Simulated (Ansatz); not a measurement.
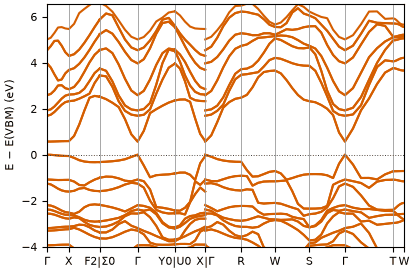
Figure: Band structure from plane-wave PAW PBEsol with spin–orbit coupling (Ansatz code)

Task: Read off the gap and where the band edges lie.

Result: About 0.6 eV (0.57 eV by a search for the band edges); maximum at Γ, minimum at Γ.

The material is Sr₂TaNO₃ in space group Immm (No. 71; Pearson symbol oI14).

The first step of the workflow began from a Materials Project structure, measured or hypothetical; the Crystallography Open Database copy checked does not list it. With N and O taken as one species the cell has the higher symmetry I4/mmm, so it may be an ordered model of a mixed-site phase. Its standing as an ambient phase is unchecked. The cell was relaxed with PBEsol under the symmetry of its start. At this level the phase is dynamically unstable (imaginary phonons). No spin polarisation was allowed.

Potentials: the later of the program's two PAW sets.
